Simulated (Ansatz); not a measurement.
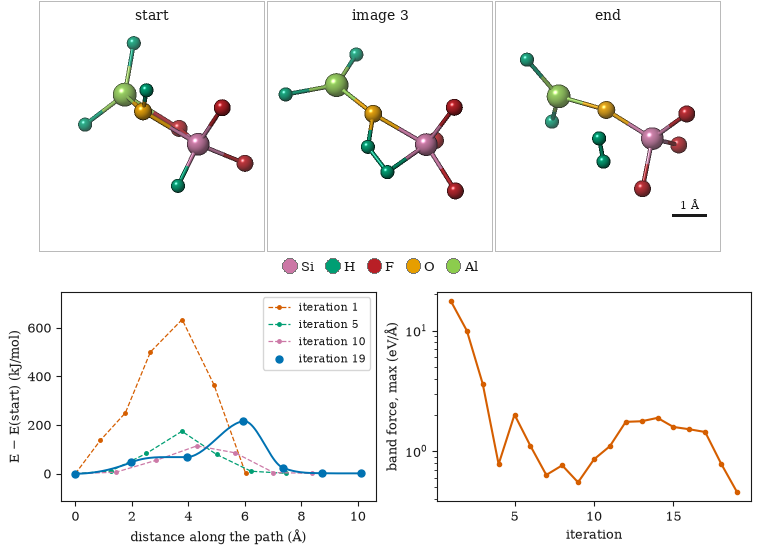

A nudged-elastic-band calculation for AlSiH₄OF₃. Images are numbered from 0 (start) to 6 (end). The plot follows the band through its iterations. A ball-and-stick model, seen from a free direction.

Level of theory: RKS B3LYP-D4/cc-pVDZ in Ansatz. Set-up: 5 movable images; climbing image; force threshold 0.5 eV/Å; iteration limit 60; starting path through a guess of the saddle point.

> Judge this run.

The run met only a loose threshold, so the barrier can't be trusted yet. The band converged in 19 iterations. The largest component of the band force went from 18 to 0.46 eV/Å. The climbing image converged on the top of the path. Its curvatures weren't checked. The force threshold is so loose that the height of the top is at best an upper bound. The first iteration put the highest image at 634.2 kJ/mol. Forward barrier 216.1 kJ/mol, backward barrier 214.6 kJ/mol, with image 3 at the top; the reaction energy is +1.5 kJ/mol.
